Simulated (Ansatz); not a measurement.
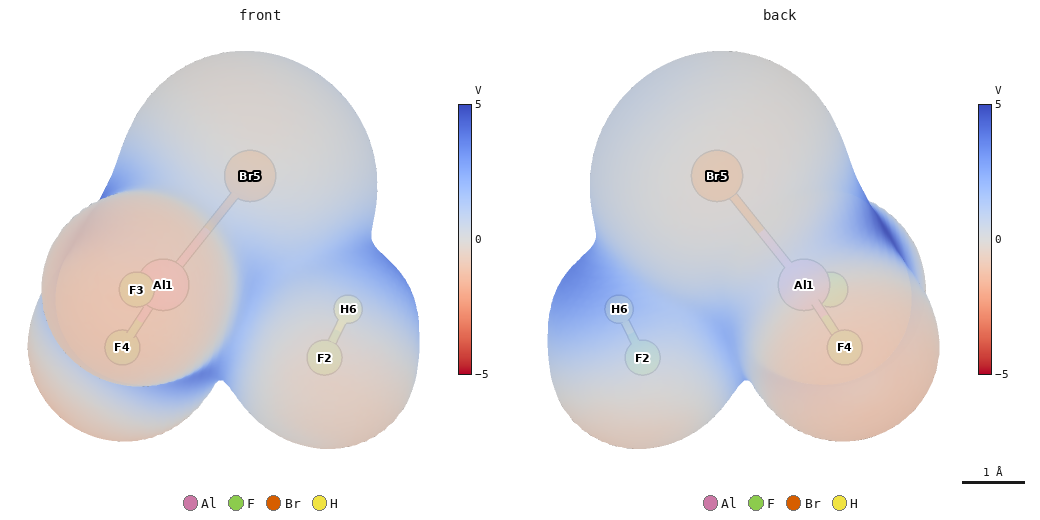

The picture shows: AlBrF2···HF. The electrostatic potential painted on the density surface at 0.002 e/bohr³, seen from the front and from behind; red is negative and blue positive.

Not at a stationary point (largest force 1.5 eV/Å).

The calculation used Ansatz, RKS B3LYP/def2-SVP.

Input

```
crystal:
  periodic: [false, false, false]
  atoms:
    - { symbol: Al, position_ang: [0.0, 0.0, 0.0] }
    - { symbol: F, position_ang: [0.0, 0.0, 2.04] }
    - { symbol: F, position_ang: [1.4635, 0.0, -0.845] }
    - { symbol: F, position_ang: [-1.4635, 0.0, -0.845] }
    - { symbol: Br, position_ang: [0.1133, -2.5693, 0.8545] }
    - { symbol: H, position_ang: [0.0524, -1.1881, 1.9844] }
basis:
  gaussian: { orbitals: def2-SVP }
hamiltonian:
  xc: b3lyp
relax:
  f_tol: 0.15
  max_steps: 25
  restrain:
    - { distance: [0, 4], at: 2.41, k: 30.0 }
    - { distance: [5, 1], at: 0.92, k: 30.0 }
    - { distance: [0, 1], at: 2.89, k: 30.0 }
    - { distance: [5, 4], at: 2.75, k: 30.0 }
output:
  orbitals: {}
```

Launched as:

```sh
ansatz run input.yaml --threads 2 --pin off --max-ram 3072MiB --backend cpu --events-out ev --progress --plain --runs-dir out
```

The fields are those of the run's last geometry, not of the input's.

Question: Describe the electrostatic potential map.

Answer: The most negative region (about −1.1 V, or −25 kcal/mol for a unit charge) lies over F3 and F4, the most positive (about +4.5 V, or +104 kcal/mol for a unit charge) over Al1.
